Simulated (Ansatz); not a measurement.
# SiN2H5OF (SMILES N[Si](N)(O)F) at r2SCAN/cc-pVDZ

Aim: the energy change on altering one bond length of SiN2H5OF at r2SCAN/cc-pVDZ, from 2 runs. 

The calculation is run with Ansatz 0.2.0.

122 further runs of the same task are left out: 122 set aside as unsound or not needed. Runs told in other sessions of the task aren't counted.

## (1) The structure to begin with

The species is SiN2H5OF (10 atoms), meant as a singlet with charge 0. As SMILES, `N[Si](N)(O)F`. The coordinates come from a PBE0-D4/def2-TZVP relaxation. This is one conformer, not always the lowest.

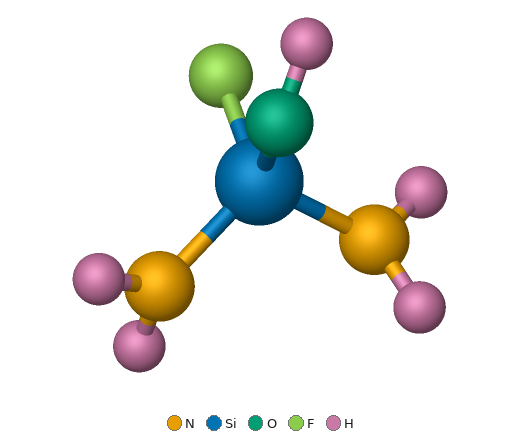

Viewed from a chosen angle; nitrogen amber, silicon blue, oxygen teal, fluorine green, hydrogen pink.

## (2) The energy at r2SCAN/cc-pVDZ

Contents of job.yaml:

```yaml
crystal:
  periodic: [false, false, false]
  atoms:
    - {symbol: "N", position_ang: [-0.415800, 1.495400, -0.024800]}
    - {symbol: Si, position_ang: [0.063400, -0.096400, -0.298300]}
    - {symbol: "N", position_ang: [-0.488700, -1.065100, 0.977800]}
    - {symbol: O, position_ang: [1.671000, 0.022600, -0.585100]}
    - {symbol: F, position_ang: [-0.553900, -0.827100, -1.586600]}
    - {symbol: H, position_ang: [-1.328300, 1.723100, 0.327300]}
    - {symbol: H, position_ang: [0.046600, 2.272000, -0.464100]}
    - {symbol: H, position_ang: [-0.741200, -2.027100, 0.831100]}
    - {symbol: H, position_ang: [-0.238900, -0.873700, 1.932500]}
    - {symbol: H, position_ang: [2.068800, -0.674900, -1.106900]}
basis:
  gaussian: {orbitals: cc-pVDZ}
hamiltonian: {xc: {name: r2SCAN}}
accuracy: high
output: {orbitals: {seedname: orbitals}}
```

On the command line:

```
$ ansatz run job.yaml --threads 1 --pin off --max-ram 3480MiB --events-out events.jsonl --progress --plain --runs-dir runs
```

Standard output:

```text
Warning: RAYON_NUM_THREADS=1 ignored (pool sized by the plan → 1); use --threads N
Functional definition: r2SCAN
  name "r2SCAN"
  parameter k0 = 0.174
  parameter k1 = 0.065
  parameter a1 = 4.9479
  exchange = r2scan_x(k0 = k0, k1 = k1, a1 = a1)
  correlation = r2scan_c
2290 factors; integrals over basis functions are off by at most 3.9e-9 eV
mean field evaluation 1: about -15688.2699 eV, gradient 9.1e1 eV
mean field evaluation 2: about -15670.9687 eV, gradient 1.3e2 eV
mean field evaluation 4: about -15703.2005 eV, gradient 6.7e0 eV
mean field evaluation 8: about -15703.2649 eV, gradient 2.5e-1 eV
mean field evaluation 16: about -15703.2650 eV, gradient 5.4e-6 eV
mean field -15703.26501833 eV, -577.0843453682 hartree, gradient 5.7e-8 eV, S^2 0.000000; 0 other end points of the search recorded, 0 dependent functions left out
reference -15703.26501914 eV, -577.0843453982 hartree; 25, 25 occupied and 74, 74 virtual orbitals, 2290 factors
Total energy: -15703.26501914 eV, -577.0843453982 hartree
```

Run time: 18 s. Hardware: 1 thread of Arm Neoverse V2, shared host; peak memory 0.34 GiB.

## (3) The distorted shape at the same level

Contents of run.yaml:

```yaml
crystal:
  periodic: [false, false, false]
  atoms:
    - {symbol: N, position_ang: [-0.893180, 2.332434, 0.601386]}
    - {symbol: Si, position_ang: [-0.413980, 0.740634, 0.327886]}
    - {symbol: "N", position_ang: [-0.966080, -0.228066, 1.603986]}
    - {symbol: O, position_ang: [1.193620, 0.859634, 0.041086]}
    - {symbol: F, position_ang: [-1.031280, 0.009934, -0.960414]}
    - {symbol: H, position_ang: [-1.805680, 2.560134, 0.953486]}
    - {symbol: H, position_ang: [-0.430780, 3.109034, 0.162086]}
    - {symbol: H, position_ang: [-1.218580, -1.190066, 1.457286]}
    - {symbol: H, position_ang: [-0.716280, -0.036666, 2.558686]}
    - {symbol: H, position_ang: [2.068800, -0.674900, -1.106900]}
basis:
  gaussian:
    orbitals: cc-pVDZ
total_charge: 0
hamiltonian:
  xc: r2scan
accuracy: high
output:
  orbitals: {seedname: orbitals}
```

On the command line:

```
$ ansatz run run.yaml --threads 1 --pin off --max-ram 3480MiB --events-out events.jsonl --progress --plain --runs-dir runs
```

Standard output (excerpt; [...] marks lines left out):

```text
Warning: RAYON_NUM_THREADS=1 ignored (pool sized by the plan → 1); use --threads N
[... 7 set-up lines as earlier in the session ...]
2289 factors; integrals over basis functions are off by at most 3.8e-9 eV
mean field evaluation 1: about -15676.7428 eV, gradient 9.8e1 eV
mean field evaluation 2: about -15622.9592 eV, gradient 1.7e2 eV
mean field evaluation 4: about -15694.1371 eV, gradient 3.9e1 eV
mean field evaluation 8: about -15697.9615 eV, gradient 2.1e0 eV
mean field evaluation 16: about -15697.9762 eV, gradient 4.3e-3 eV
mean field evaluation 32: about -15696.3352 eV, gradient 1.1e1 eV
mean field -15697.97621222 eV, -576.8899853286 hartree, gradient 2.6e-8 eV, S^2 0.000000; 2 other end points of the search recorded, 0 dependent functions left out
reference -15697.97621308 eV, -576.8899853604 hartree; 25, 25 occupied and 74, 74 virtual orbitals, 2289 factors
Total energy: -15697.97621308 eV, -576.8899853604 hartree
```

It took 24 s on 1 thread of Arm Neoverse V2, shared host; peak memory 0.34 GiB.

## (4) What came out

At r2SCAN/cc-pVDZ:

| quantity | value |
| --- | --- |
| first shape: total energy | -577.08435 Eh |
| first shape: HOMO energy | -6.08 eV |
| first shape: LUMO energy | 1.34 eV |
| first shape: HOMO–LUMO gap | 7.42 eV |
| distorted shape: total energy | -576.88999 Eh |
| distorted shape: HOMO energy | -6.02 eV |
| distorted shape: LUMO energy | -5.50 eV |
| distorted shape: HOMO–LUMO gap | 0.52 eV |
| energy change with the O4–H10 bond stretched from 0.958 to 2.107 Å | 5.289 eV |

What this shows: One bond (distorted shape) is far stretched, which a spin-restricted single reference describes badly; a broken-symmetry solution may lie lower. With the O4–H10 bond stretched from 0.958 to 2.107 Å the energy rises by 5.29 eV (122 kcal/mol). The first shape isn't relaxed at this level, so the change isn't measured from a minimum. A restricted reference can't describe the breaking bond well at this length.
